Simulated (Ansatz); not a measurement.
**TlBr (TlBr): density, localisation and related maps**

```xyz
2

Br    0.0000    0.0000    0.0000
Tl    0.0000    0.0000    2.6182
```

Geometry: measured bond length; core potentials replace the inner electrons of Tl.

These are results of isolated molecule in a Gaussian basis; Hartree-Fock (Ansatz), not measurements.

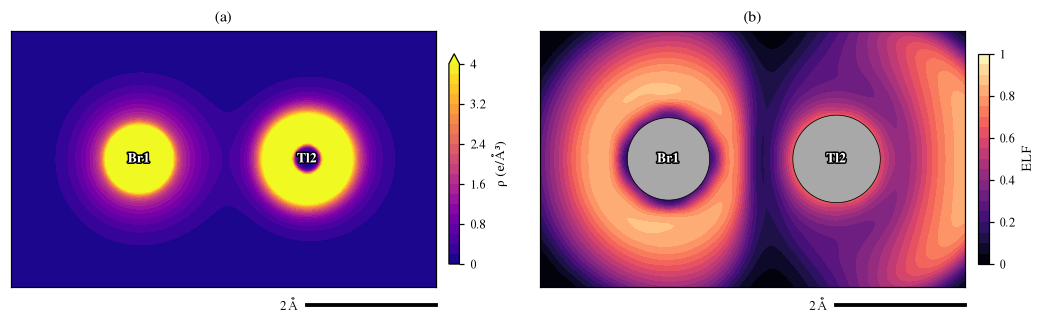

Figure 1. (a) electron density; (b) ELF on a plane that holds the molecular axis. Grey discs cover the atomic cores in the ELF map.

**What do the fields say about this system?**

The section cuts through Br and Tl sites.
Tl–Br (2.62 Å): ρ at the midpoint is about 0.39 e/Å³; the ELF peaks at about 0.75 in the valence shell of Br, 1.0 Å from its nucleus, and drops to about 0.15 between the two atoms.
The ELF also peaks beside Br1, away from the bonds: lone-pair regions.

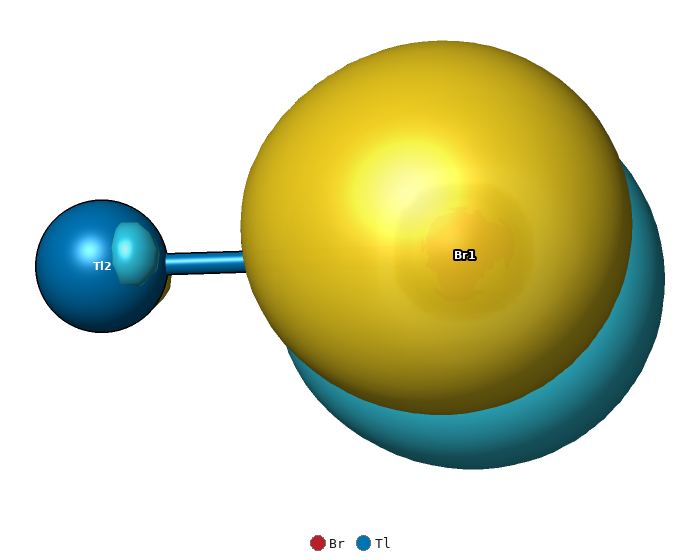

Figure 2. The HOMO−1 at ±0.1 Å⁻³ᐟ² (yellow and cyan are the two phases), seen from one side.

**What is the character of this orbital?**

Its weight (Hirshfeld) is mainly on Br1 (about 95 %). It is one of a degenerate set, so its orientation is arbitrary. Its energy is −10.15 eV.

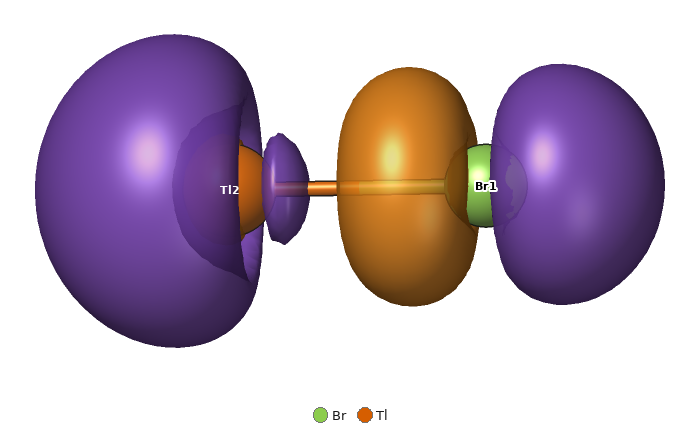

Figure 3. The HOMO at ±0.1 Å⁻³ᐟ² (orange and purple are the two phases), seen from one side.

**Describe this orbital and give its energy.**

It lies mainly on Br1 (about 50 %) and Tl2 (about 50 %); it is of σ type. Its energy is −9.24 eV.
